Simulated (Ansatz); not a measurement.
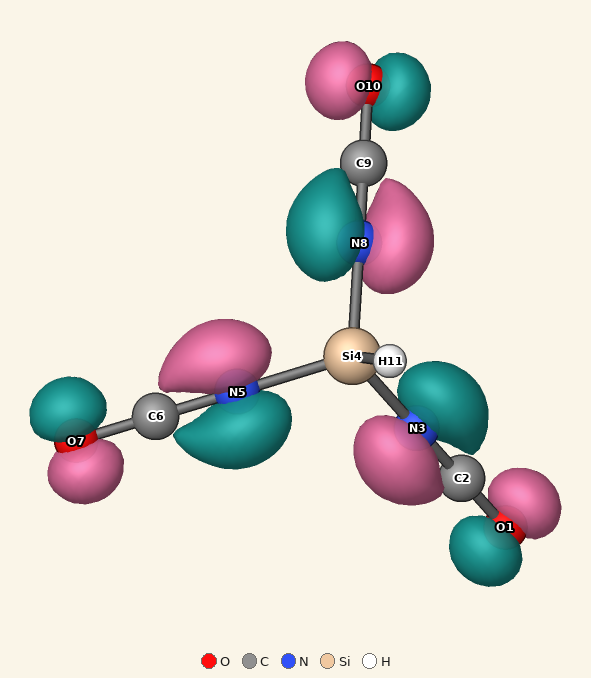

Figure 1: C3HN3O3Si. One frontier orbital at ±0.15 Å⁻³ᐟ² (teal and pink are the two phases), seen at a tilt.

Geometry: PBE0-D4/def2-TZVP.

The calculation used RKS PBE0-D4/def2-TZVPP in Ansatz.

```yaml
atoms:
  - { symbol: O, position_ang: [-3.0194, -0.4003, 2.3656] }
  - { symbol: C, position_ang: [-2.0011, -0.3021, 1.8158] }
  - { symbol: N, position_ang: [-0.9527, -0.2015, 1.2556] }
  - { symbol: Si, position_ang: [0.5174, -0.0610, 0.4404] }
  - { symbol: N, position_ang: [0.5806, 1.4404, -0.3260] }
  - { symbol: C, position_ang: [0.6167, 2.4984, -0.8759] }
  - { symbol: O, position_ang: [0.6552, 3.5295, -1.4090] }
  - { symbol: N, position_ang: [0.6209, -1.2780, -0.7232] }
  - { symbol: C, position_ang: [0.6791, -2.1325, -1.5536] }
  - { symbol: O, position_ang: [0.7398, -2.9661, -2.3600] }
  - { symbol: H, position_ang: [1.6287, -0.1836, 1.3908] }
```

Q: Which orbital is it: HOMO or LUMO?

A: The HOMO, at −8.98 eV. It lies mainly on N3 (about 15 %), N5 (about 15 %), N8 (about 15 %), O1 (about 10 %), O7 (about 10 %) and O10 (about 10 %); largely a combination of lone pairs on N3, N5, N8, O1, O7 and O10.
